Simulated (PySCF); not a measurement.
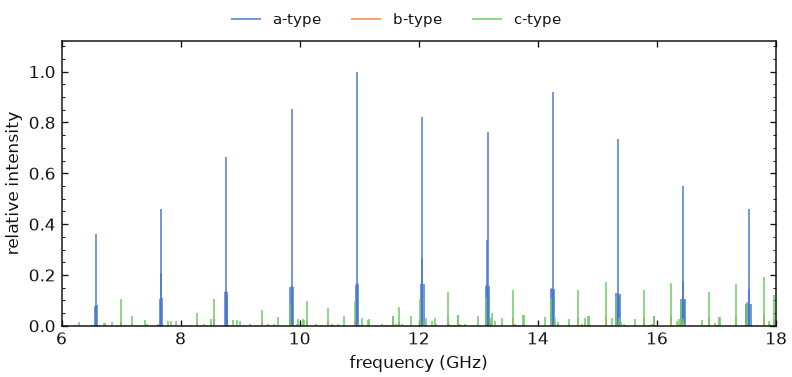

C₅H₃F₃O₂S₂, SMILES O=S(=O)(c1cccs1)C(F)(F)F. Simulated rotational absorption lines between 6 and 18 GHz at 2 K: rigid rotor with the equilibrium constants and dipole of one optimised conformer (PBE0-D3(BJ)/def2-SVP, PySCF 2.14.0), commonest isotopes; no centrifugal distortion, hyperfine structure, internal rotation or nuclear-spin weights; lines within 1 MHz of each other are summed. Lines of different type are drawn apart.

Q: What are the rotational constants, and what kind of rotor is it?

A: Rotational constants A, B, C = 1.326, 0.5503, 0.5459 GHz; Ray's κ = −0.99, a near-prolate asymmetric top.

Q: Which dipole components drive the lines?

A:
|μa|, |μb|, |μc| = 4.16, 1.20, 2.55 D; a-type lines carry 72 % of the intensity in this range.

Caveats: coarse grid, loose stop and no frequency check, small forces are noise and the end may be a saddle.
